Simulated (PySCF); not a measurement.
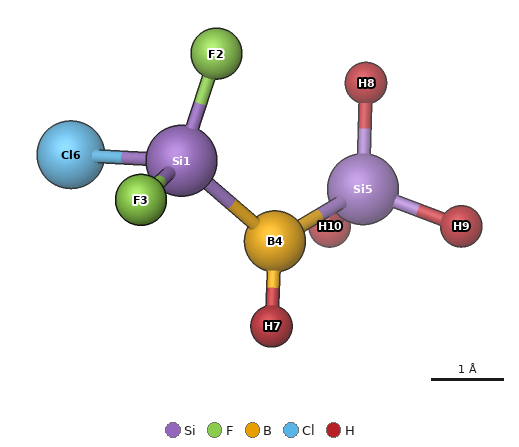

Fig. 1: The structure (ball-and-stick view, seen at a tilt; atoms are numbered from 1 in the order of the input).

**NMR shielding calculation, with input and output: BSi$_{2}$H$_{4}$ClF$_{2}$**

The run: NMR shielding calculation of BSi$_{2}$H$_{4}$ClF$_{2}$, SMILES F[Si](F)(Cl)B[SiH3]. Method and program: GIAO PBE0/pcSseg-2 NMR shielding, non-relativistic, gas phase (PySCF 2.14.0).

The geometry comes from this level: PBE0-D3(BJ)/def2-SVP. Figures and captions count atoms from 1; the log counts them from 0 in places.

**What the program printed**
```
coarse grid: 10616 points
cycle   1  E = -1265.6962153004  dE =  2.883e-01  |g| = 7.585e-01  |ddm| = 2.424e+00
cycle   2  E = -1265.5689648053  dE =  1.273e-01  |g| = 1.210e+00  |ddm| = 9.401e-01
cycle   3  E = -1265.7880282346  dE = -2.191e-01  |g| = 5.815e-02  |ddm| = 5.784e-01
cycle   4  E = -1265.7885796126  dE = -5.514e-04  |g| = 2.982e-02  |ddm| = 7.095e-02
cycle   5  E = -1265.7887597587  dE = -1.801e-04  |g| = 5.207e-03  |ddm| = 2.694e-02
cycle   6  E = -1265.7887647704  dE = -5.012e-06  |g| = 1.895e-03  |ddm| = 6.191e-03
final grid: 91504 points
cycle   7  E = -1265.7993739674  dE = -5.783e-05  |g| = 5.227e-03  |ddm| = 2.147e-02
cycle   8  E = -1265.7993734077  dE =  5.598e-07  |g| = 4.572e-03  |ddm| = 6.690e-03
cycle   9  E = -1265.7993772043  dE = -3.797e-06  |g| = 8.660e-04  |ddm| = 4.160e-03
cycle  10  E = -1265.7993773568  dE = -1.525e-07  |g| = 2.023e-04  |ddm| = 7.082e-04
cycle  11  E = -1265.7993773648  dE = -8.039e-09  |g| = 6.654e-05  |ddm| = 1.679e-04
cycle  12  E = -1265.7993773655  dE = -6.853e-10  |g| = 1.609e-05  |ddm| = 4.592e-05
```

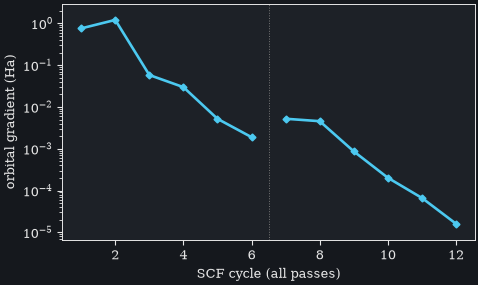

Fig. 2: Convergence of the self-consistent field: orbital gradient against the SCF cycle. The dotted line marks the change from a coarse to the final integration grid. The first 6 cycles use a coarse grid, the final grid takes over at cycle 7, and the field converges after 12 cycles in all.

```
converged SCF energy = -1265.7993773655

GIAO shielding tensors (ppm)
atom      isotropic    diamagn.    paramagn.     s11        s22        s33       span
  0 Si     367.709     874.204    -506.495    306.517    379.488    417.122    110.605
  1 F      300.392     467.092    -166.700    233.498    303.891    363.785    130.287
  2 F      300.806     464.919    -164.114    231.200    300.612    370.606    139.406
  3 B      -35.489     197.706    -233.195   -181.507    -71.898    146.937    328.443
  4 Si     440.326     879.716    -439.390    427.129    434.786    459.062     31.933
  5 Cl     868.002    1148.610    -280.608    758.163    847.047    998.795    240.632
  6 H       19.316      29.587     -10.272      4.539     26.148     27.260     22.721
  7 H       27.239      29.155      -1.916     23.969     27.010     30.739      6.770
  8 H       27.236      28.197      -0.961     24.136     25.696     31.877      7.741
  9 H       27.223      28.386      -1.163     24.797     25.571     31.303      6.506
```

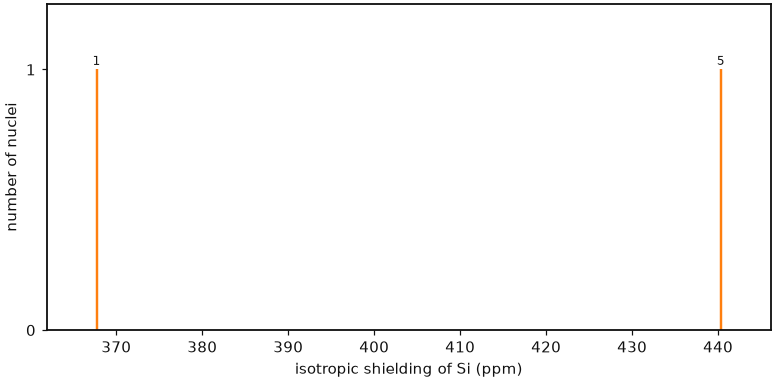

Fig. 3: Isotropic shieldings of the silicon nuclei in this fixed geometry, labelled by atom number; shielding grows to the right, so chemical shift grows to the left. The least shielded is Si1 (367.7 ppm), the most shielded Si5 (440.3 ppm).

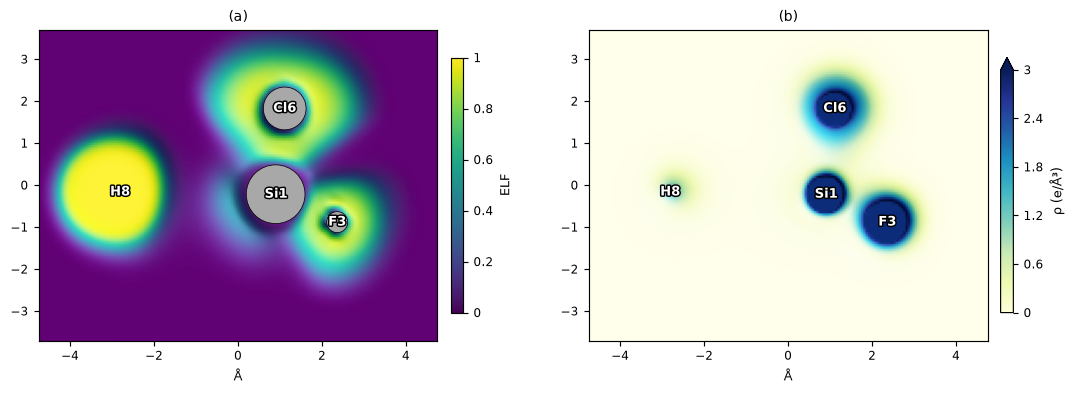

Fig. 4: (a) ELF; (b) total electron density on the plane of atoms F3, Si1 and Cl6. Grey discs, where drawn, cover atomic cores. Atoms in the plane: Si, F, Cl and H. Si–Cl (2.05 Å): ρ is about 0.93 e/Å³ halfway; the ELF peaks at about 0.85 between the atoms, which marks a polar covalent bond.

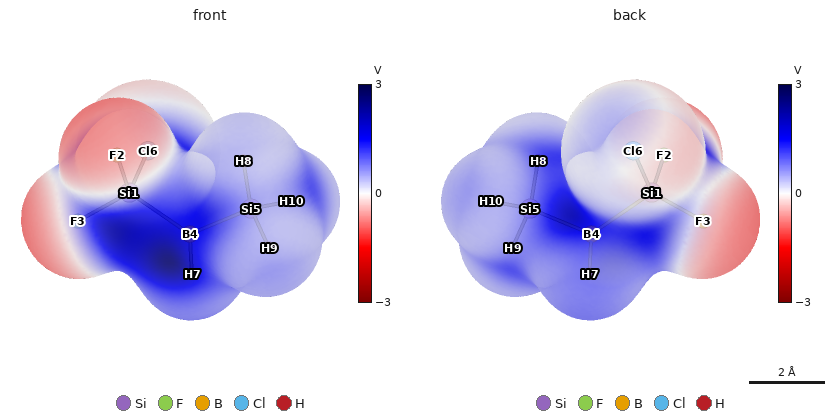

Fig. 5: The electrostatic potential painted on the density surface at 0.002 e/bohr³, seen at a tilt and from behind; red is negative and blue positive.

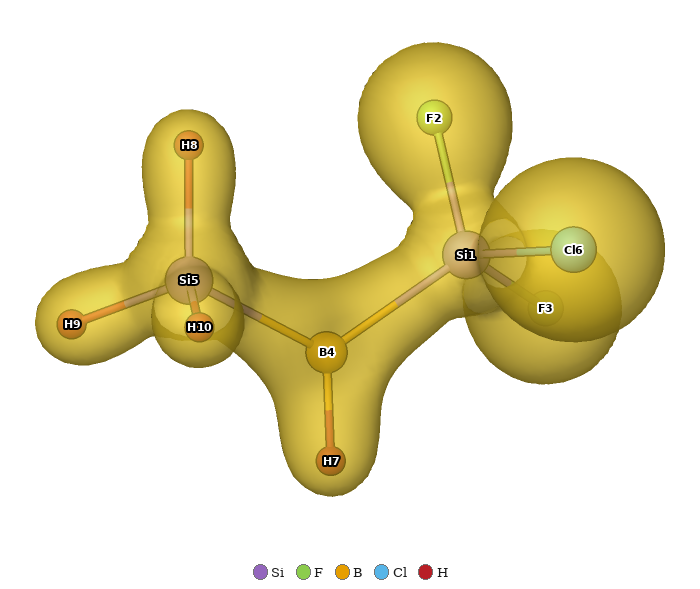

Fig. 6: Isosurface of the electron density at 0.5 e/Å³ (yellow), seen at an oblique angle. At this value the surface is in one piece. On the grid the lowest density along these lines, outside the cores, is 1 e/Å³ (Si–F, 1.61 Å), 0.84 e/Å³ (Si–B, 1.98 Å), 0.69 e/Å³ (Si–Cl, 2.05 Å) and 1.2 e/Å³ (B–H, 1.21 Å).

The run was set up as follows.

**Input file**
```
{"job": {"kind": "nmr", "xc": "PBE0", "basis": "pcSseg-2"}, "charge": 0, "multiplicity": 1}
Si    -1.713644    -0.169963    -0.214549
F     -1.992848    -0.901635     1.193348
F     -2.789513    -0.790109    -1.239396
B      0.182474    -0.152250    -0.784224
Si     1.702688     0.018186     0.523270
Cl    -2.114703     1.832387     0.010606
H      0.423050    -0.096514    -1.965743
H      1.299129    -0.156346     1.949816
H      2.752176    -0.994161     0.181243
H      2.292443     1.384301     0.346487
```

The first line tells a small driver script what to run in PySCF; the rest is the geometry in Å.

Run as:
```bash
OMP_NUM_THREADS=1 python <driver script> task.json out
```

**Results in brief**

```csv
quantity,value
outcome,converged
total energy,−1265.799377 hartree
HOMO,−8.76 eV
LUMO,−3.56 eV
dipole moment,2.16 D
"isotropic shielding, Si",367.7 to 440.3 ppm
"isotropic shielding, F",300.4 to 300.8 ppm
"isotropic shielding, B",−35.5 ppm
"isotropic shielding, Cl",868.0 ppm
"isotropic shielding, H",19.3 to 27.2 ppm
hardware,"1 CPU thread, shared host"
wall time,53 s
peak memory,1.1 GiB
```
